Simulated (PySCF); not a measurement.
Si(CF3)(Cl)2(Me), C₂H₃Cl₂F₃Si, SMILES C(F)(F)([Si](Cl)(Cl)C)F at its B3LYP/def2-SVP optimised geometry (Å):

```
11

C     -1.3660    -1.9427    -1.4272
Si    -0.6823    -0.9713     0.0000
Cl    -1.3828     0.9713     0.0000
Cl     1.3828    -0.9713     0.0000
C     -1.2451    -1.7727     1.6701
F     -2.5942    -1.8407     1.7214
F     -0.7811    -3.0385     1.7621
F     -0.8305    -1.1078     2.7582
H     -2.4667    -1.9455    -1.3885
H     -1.0478    -1.4991    -2.3833
H     -1.0059    -2.9828    -1.3838
```

Method: B3LYP/def2-TZVP run with PySCF.

Map of the electron localisation function on the plane z = 1.0 Å:

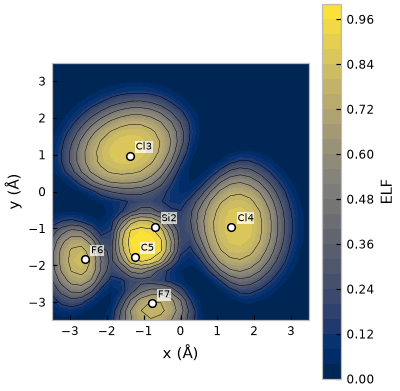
Fig. 1. Electron localisation function on the plane z = 1.0 Å.
